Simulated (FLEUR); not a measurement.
# Collinear magnetic orders of GdBi with FLEUR

Aim: find out whether GdBi carries moments, and which collinear order costs least.

Method: LDA (VWN) with U = 4.02 eV, J = 0.7 eV on Gd f; all-electron FLAPW, Dirac cores, scalar-relativistic bands, in FLEUR MaX-R8.1.

## Step 1: The structure

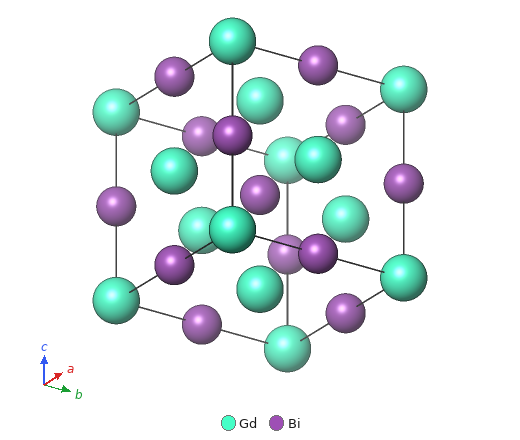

The cell as given, from a free direction (gadolinium teal, bismuth purple). This picture shows the conventional cell, with its axes. Some periodic images of atoms are drawn too.

Coordinates:

```
Gd Bi
1.0
     0.00000    3.19415    3.19415
     3.19415    0.00000    3.19415
     3.19415    3.19415    0.00000
Gd Bi
1 1
Direct
  0.00000 0.00000 0.00000
  0.50000 0.50000 0.50000
```

The cell comes from a database of computed structures and need not be the stable phase.

## Step 2: Run 1 (ferro +)

The parallel start is the test of whether parallel moments hold. The U counters the self-interaction that shrinks the moments of a localised shell.

The file n_mmp_mat seeds the f occupations with whole cubic orbitals by Hund's first rule, so that the U acts from the first pass. inpgen writes inp.xml from crystal.txt; cutoffs, mixing, functional, smearing and local orbitals are then set in the file. The k list default-1 (kpts.xml, not shown) is a Γ-centred 8×8×8 mesh; where the ranks do not divide the number of points, some are split in two of half the weight.

The input, inp.xml:

```
<?xml version="1.0" encoding="UTF-8" standalone="no"?>
<fleurInput fleurInputVersion="0.39">
   <comment>
      GdBi
   </comment>
   <calculationSetup>
      <cutoffs Kmax="3.6" Gmax="10.8" GmaxXC="10.8" numbands="0"/>
      <scfLoop itmax="130" minDistance="0.0001" maxIterBroyd="15" imix="Anderson" alpha="0.05" precondParam="0.0" spinf="2.0" sdNocoIR="T"/>
      <coreElectrons ctail="T" frcor="F" kcrel="0" coretail_lmax="0"/>
      <xcFunctional name="vwn" relativisticCorrections="F"/>
      <magnetism jspins="2"/>
      <soc l_soc="F" theta="0.0" phi="0.0" spav="F"/>
      <expertModes spex="0" secvar="F"/>
      <geometryOptimization l_f="F" forcealpha="1.0" forcemix="BFGS" epsdisp="0.00001" epsforce="0.00001"/>
      <ldaU l_linMix="F" mixParam="0.05" spinf="1.0"/>
   </calculationSetup>
   <cell>
      <bzIntegration valenceElectrons="33.0" mode="hist" fermiSmearingEnergy="0.00293995">
         <kPointListSelection listName="default-1"/>
         <xi:include xmlns:xi="http://www.w3.org/2001/XInclude" href="kpts.xml"> </xi:include>
      </bzIntegration>
      <xi:include xmlns:xi="http://www.w3.org/2001/XInclude" href="sym.xml"> </xi:include>
      <bulkLattice scale="1.0">
         <bravaisMatrix>
            <row-1>    0.0000000000000000     6.0360663268281591     6.0360663268281591</row-1>
            <row-2>    6.0360663268281591     0.0000000000000000     6.0360663268281591</row-2>
            <row-3>    6.0360663268281591     6.0360663268281591     0.0000000000000000</row-3>
         </bravaisMatrix>
      </bulkLattice>
   </cell>
   <atomSpecies>
      <species name="Gadolinium7.001" element="Gd" atomicNumber="64">
         <mtSphere radius="2.8" gridPoints="925" logIncrement="0.014"/>
         <atomicCutoffs lmax="10" lnonsphr="8"/>
         <electronConfig flipSpins="F">
            <coreConfig>(1s1/2) (2s1/2) (2p1/2) (2p3/2) (3s1/2) (3p1/2) (3p3/2) (4s1/2) (3d3/2) (3d5/2) (4p1/2) (4p3/2) (4d3/2) (4d5/2)</coreConfig>
            <valenceConfig>(5s1/2) (5p1/2) (5p3/2) (6s1/2) (4f5/2) (4f7/2) (5d3/2) (5d5/2)</valenceConfig>
            <stateOccupation state="(4f5/2)" spinUp="2.5005" spinDown="0.4995"/>
            <stateOccupation state="(4f7/2)" spinUp="4.0" spinDown="0.0"/>
            <stateOccupation state="(5d3/2)" spinUp="0.4" spinDown="0.0"/>
            <stateOccupation state="(5d5/2)" spinUp="0.6" spinDown="0.0"/>
         </electronConfig>
         <energyParameters s="6" p="6" d="5" f="4"/>
         <ldaU l="3" U="4.02" J="0.7" l_amf="F"/>
         <lo type="SCLO" l="0" n="5" eDeriv="0"/>
         <lo type="SCLO" l="1" n="5" eDeriv="0"/>
      </species>
      <species name="Bismuth (Bi)" element="Bi" atomicNumber="83">
         <mtSphere radius="2.8" gridPoints="925" logIncrement="0.015"/>
         <atomicCutoffs lmax="10" lnonsphr="8"/>
         <electronConfig flipSpins="F">
            <coreConfig>(1s1/2) (2s1/2) (2p1/2) (2p3/2) (3s1/2) (3p1/2) (3p3/2) (4s1/2) (3d3/2) (3d5/2) (4p1/2) (4p3/2) (5s1/2) (4d3/2) (4d5/2) (5p1/2) (5p3/2) (4f5/2) (4f7/2)</coreConfig>
            <valenceConfig>(6s1/2) (5d3/2) (5d5/2) (6p1/2) (6p3/2)</valenceConfig>
            <stateOccupation state="(6p1/2)" spinUp="0.500000" spinDown="0.500000"/>
            <stateOccupation state="(6p3/2)" spinUp="1.000000" spinDown="1.000000"/>
         </electronConfig>
         <energyParameters s="6" p="6" d="6" f="5"/>
         <lo type="SCLO" l="2" n="5" eDeriv="0"/>
      </species>
   </atomSpecies>
   <atomGroups>
      <atomGroup species="Gadolinium7.001">
         <relPos label="                   1">.0000000000 .0000000000 .0000000000</relPos>
         <force calculate="T" relaxXYZ="TTT"/>
      </atomGroup>
      <atomGroup species="Bismuth (Bi)">
         <relPos label="                   2">1.000/2.000 1.000/2.000 1.000/2.000</relPos>
         <force calculate="T" relaxXYZ="TTT"/>
      </atomGroup>
   </atomGroups>
   <output dos="F" band="F" slice="F">
      <bandDOS minEnergy="-.5*Htr" maxEnergy="0.5*Htr" sigma="0.015" storeEVData="T"/>
      <plotting iplot="0" polar="F">
         <plot TwoD="T" vec1="  1.0  0.0  0.0" vec2="  0.0  1.0  0.0" vec3="  0.0  0.0  1.0" zero="  0.0  0.0  0.0" file="plot"/>
      </plotting>
      <moessbauerParams electricFieldGradient="F" isomerShift="F" coreHyperfine="F" valenceHyperfine="F"/>
   </output>
</fleurInput>
```

The input, crystal.txt:

```
GdBi
&input film=F cartesian=F /
0.00000000000  3.19414874370  3.19414874370
3.19414874370  0.00000000000  3.19414874370
3.19414874370  3.19414874370  0.00000000000
1.8897261246
1.0 1.0 1.0

2
64 0.00000000000  0.00000000000  0.00000000000 : 7.001
83 0.50000000000  0.50000000000  0.50000000000

&kpt div1=8 div2=8 div3=8 gamma=T /
```

Run with:

```
> OMP_NUM_THREADS=1 inpgen -f crystal.txt > inpgen.log  # inp.xml is then edited as shown
> OMP_NUM_THREADS=1 mpirun -n 4 fleur_MPI > fleur.log
```

The program printed:

```text
Welcome to FLEUR        (www.flapw.de)
      MaX-Release 8.1          (www.max-centre.eu)

 ========== k-point set info ==========
 Selected k-point list: default-1
 k-point list type: mesh
 0 x 0 x 0
 Number of k points: 32

 ------------Calculation Setup---------------------------
 Number of MPI-tasks      :            4
 Number of PE/node        :            4
 Number of OMP-threads    :            1
 k-points in parallel     :            4
 pe's per k-point         :            1
 No of k-point loops      :            8
 Eigenvalue solver        :       lapack
 Number of basis functions:          380
 Approximate size of matrices (H+S) per k-point:         0.002 GB
 --------------------------------------------------------
 Iteration:     1   Distance:      18.73352955 me/bohr^3
 Iteration:     2   Distance:      17.86513630 me/bohr^3
 Iteration:     3   Distance:       5.71003023 me/bohr^3
 Iteration:     4   Distance:       8.10269634 me/bohr^3
 Iteration:     5   Distance:       1.23736457 me/bohr^3
 Iteration:     6   Distance:       1.00772547 me/bohr^3
 Iteration:     7   Distance:       0.37041132 me/bohr^3
 Iteration:     8   Distance:       0.36577050 me/bohr^3
 Iteration:     9   Distance:       0.27250214 me/bohr^3
 Iteration:    10   Distance:       0.25115486 me/bohr^3
 Iteration:    11   Distance:       0.20227405 me/bohr^3
 Iteration:    12   Distance:       0.12317903 me/bohr^3
 Iteration:    13   Distance:       0.12154073 me/bohr^3
 Iteration:    14   Distance:       0.04404954 me/bohr^3
 Iteration:    15   Distance:       0.00418659 me/bohr^3
 Iteration:    16   Distance:       0.00343733 me/bohr^3
 Iteration:    17   Distance:       0.00323009 me/bohr^3
 Iteration:    18   Distance:       0.00058611 me/bohr^3
 Iteration:    19   Distance:       0.00020683 me/bohr^3
 Iteration:    20   Distance:       0.00020557 me/bohr^3
 Iteration:    21   Distance:       0.00003648 me/bohr^3

 ********************************************************************
 Run finished successfully
 Stop message:
   all done
 ********************************************************************

--- out.xml (last complete iteration) ---
<iteration numberForCurrentRun="   21" overallNumber="   21">
         [... left out ...]
         <bandgap value="0.0000000000" units="eV"/>
         <sumValenceSingleParticleEnergies value="-10.2188240229" units="Htr"/>
         <FermiEnergy value="0.2679519115" units="Htr"/>
         <valenceDensity>
            <mtCharges spin="1">
               <mtCharge atomType="1" total="11.4807823" s="1.0752381" p="2.9823744" d="0.4524893" f="6.9688980"/>
               <mtCharge atomType="2" total="6.7402136" s="0.7733068" p="0.9906589" d="4.9693668" f="0.0053498"/>
            </mtCharges>
            <mtCharges spin="2">
               <mtCharge atomType="1" total="4.4399173" s="1.0678940" p="2.9628121" d="0.3458528" f="0.0614848"/>
               <mtCharge atomType="2" total="6.8045290" s="0.7778986" p="1.0554504" d="4.9656815" f="0.0043204"/>
            </mtCharges>
            <spinDependentCharge spin="1" total="20.0060643" interstitial="1.7850683" mtSpheres="18.2209959"/>
            <spinDependentCharge spin="2" total="12.9939357" interstitial="1.7494894" mtSpheres="11.2444463"/>
            <totalCharge value="33.0000000000"/>
         </valenceDensity>
         [... left out ...]
         <allElectronCharges>
            <spinDependentCharge spin="1" total="77.0060642" interstitial="1.7854199" mtSpheres="75.2206443"/>
            <spinDependentCharge spin="2" total="69.9939357" interstitial="1.7498430" mtSpheres="68.2440927"/>
            <totalCharge value="146.9999999783"/>
         </allElectronCharges>
         <magneticMomentsInMTSpheres units="muBohr">
            <globalMagMoment atomType="1" vec="0.00000   0.00000   7.04087"/>
            <localMagMoment atomType="1" vec="0.00000   0.00000   7.04087"/>
            <globalMagMoment atomType="2" vec="0.00000   0.00000  -0.06431"/>
            <localMagMoment atomType="2" vec="0.00000   0.00000  -0.06431"/>
         </magneticMomentsInMTSpheres>
         <moessbauerParams unitsHFF="kG" unitsIS="e/bohr^3" unitsEFG="Htr/bohr^2">
         </moessbauerParams>
         <totalEnergy value="   -32843.1780192722" units="Htr">
            <sumOfEigenvalues value="   -20303.8364851291">
               <coreElectrons value="-20293.6176611062"/>
               <valenceElectrons value="-10.2188240229"/>
            </sumOfEigenvalues>
            <densityCoulombPotentialIntegral value="-56983.7052054913"/>
            <densityEffectivePotentialIntegral value="-57819.9900371886"/>
            <chargeDenXCDenIntegral value="-630.0008446257"/>
            <FockExchangeEnergyValence value="0.0000000000"/>
            <FockExchangeEnergyCore value="0.0000000000"/>
            <atomTypeDependentContributions atomType="1">
               <electronNucleiInteractionDifferentMTs value="13835.0019280970"/>
               <MadelungTerm value="-30.5268564073"/>
            </atomTypeDependentContributions>
            <atomTypeDependentContributions atomType="2">
               <electronNucleiInteractionDifferentMTs value="27339.3514999716"/>
               <MadelungTerm value="-33.0211238384"/>
            </atomTypeDependentContributions>
            <dftUCorrection value="-0.4232843540"/>
            <tkbTimesEntropy value="0.0002878236"/>
            <freeEnergy value="-32843.1783070958"/>
            <extrapolationTo0K value="-32843.1781631840"/>
         </totalEnergy>
         <ldaUDensityMatrix>
            <densityMatrixFor spin="1" atomType="1" uIndex="1" l="3" U="4.02000000" J="0.70000000">
               (+0.99579,+0.00000) (+0.00000,+0.00000) (+0.00000,+0.00000) (+0.00000,+0.00000) (+0.00044,+0.00000) (+0.00000,+0.00000) (+0.00000,+0.00000)
               (+0.00000,+0.00000) (+0.99502,+0.00000) (+0.00000,+0.00000) (+0.00000,+0.00000) (+0.00000,+0.00000) (+0.00020,+0.00000) (+0.00000,+0.00000)
               (+0.00000,+0.00000) (+0.00000,+0.00000) (+0.99557,+0.00000) (+0.00000,+0.00000) (+0.00000,+0.00000) (+0.00000,+0.00000) (+0.00044,+0.00000)
               (+0.00000,+0.00000) (+0.00000,+0.00000) (+0.00000,+0.00000) (+0.99613,+0.00000) (+0.00000,+0.00000) (+0.00000,+0.00000) (+0.00000,+0.00000)
               (+0.00044,+0.00000) (+0.00000,+0.00000) (+0.00000,+0.00000) (+0.00000,+0.00000) (+0.99557,+0.00000) (+0.00000,+0.00000) (+0.00000,+0.00000)
               (+0.00000,+0.00000) (+0.00020,+0.00000) (+0.00000,+0.00000) (+0.00000,+0.00000) (+0.00000,+0.00000) (+0.99502,+0.00000) (+0.00000,+0.00000)
               (+0.00000,+0.00000) (+0.00000,+0.00000) (+0.00044,+0.00000) (+0.00000,+0.00000) (+0.00000,+0.00000) (+0.00000,+0.00000) (+0.99579,+0.00000)
            </densityMatrixFor>
            <densityMatrixFor spin="2" atomType="1" uIndex="1" l="3" U="4.02000000" J="0.70000000">
               (+0.01133,+0.00000) (+0.00000,+0.00000) (+0.00000,+0.00000) (+0.00000,+0.00000) (+0.00463,+0.00000) (+0.00000,+0.00000) (+0.00000,+0.00000)
               (+0.00000,+0.00000) (+0.00302,+0.00000) (+0.00000,+0.00000) (+0.00000,+0.00000) (+0.00000,+0.00000) (+0.00233,+0.00000) (+0.00000,+0.00000)
               (+0.00000,+0.00000) (+0.00000,+0.00000) (+0.00894,+0.00000) (+0.00000,+0.00000) (+0.00000,+0.00000) (+0.00000,+0.00000) (+0.00463,+0.00000)
               (+0.00000,+0.00000) (+0.00000,+0.00000) (+0.00000,+0.00000) (+0.01492,+0.00000) (+0.00000,+0.00000) (+0.00000,+0.00000) (+0.00000,+0.00000)
               (+0.00463,+0.00000) (+0.00000,+0.00000) (+0.00000,+0.00000) (+0.00000,+0.00000) (+0.00894,+0.00000) (+0.00000,+0.00000) (+0.00000,+0.00000)
               (+0.00000,+0.00000) (+0.00233,+0.00000) (+0.00000,+0.00000) (+0.00000,+0.00000) (+0.00000,+0.00000) (+0.00302,+0.00000) (+0.00000,+0.00000)
               (+0.00000,+0.00000) (+0.00000,+0.00000) (+0.00463,+0.00000) (+0.00000,+0.00000) (+0.00000,+0.00000) (+0.00000,+0.00000) (+0.01133,+0.00000)
            </densityMatrixFor>
         </ldaUDensityMatrix>
         <ldaUDensityMatrixConvergence>
            <distance spin="1" distance="0.000000"/>
            <distance spin="2" distance="0.000001"/>
         </ldaUDensityMatrixConvergence>
         <densityConvergence units="me/bohr^3">
            <chargeDensity spin="1" distance="0.0000204678"/>
            <chargeDensity spin="2" distance="0.0000239965"/>
            <overallChargeDensity distance="0.0000256631"/>
            <spinDensity distance="0.0000364819"/>
         </densityConvergence>
      </iteration>
```

Wall time 20 s (4 MPI ranks of Arm Neoverse V2, shared host); peak memory 0.23 GiB.

Spin moment in the muffin-tin sphere by atom:

| atom | spin moment in the muffin-tin sphere (μB) |
| --- | --- |
| Gd1 | 7.04 |
| Bi2 | -0.06 |

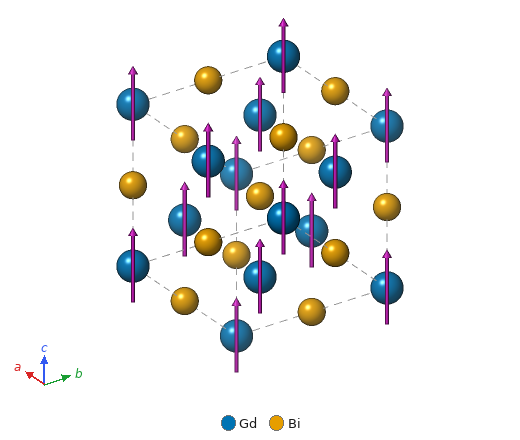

Spin moment in the muffin-tin sphere as arrows, the longest 7.04 μB. Up and down stand for the sign. Arrows give size and sign along the axis of quantisation, drawn up and down the page. Some periodic images of atoms are drawn too.

This step gave:

| Item | Value |
| --- | --- |
| free energy | -893708.4105 eV |
| program's band gap on this mesh (in a metal only a level spacing) | 0 eV |
| magnetization | 7.012 μB |
| final state | ferromagnetic, with opposed induced moments |

After 21 cycles the largest moment stands at 7.04 μB.

[end of part 1 of 2]

[Logs and program files are shortened in this print: banners, set-up blocks, solver, clock and traceback lines can be left out without a mark of their own.]

[Logs are printed without paths, hosts, clocks, repeated set-up lines and the standing remarks that a program may print on its own settings, such as how far it seeks lower states.]

[Hosts, paths, dates, database ids (printed as entryN), source tags and the programs' standing remarks are cut or masked in the printed files.]

[Where a cell is said to come from a database of computed structures, the database is the Materials Project.]
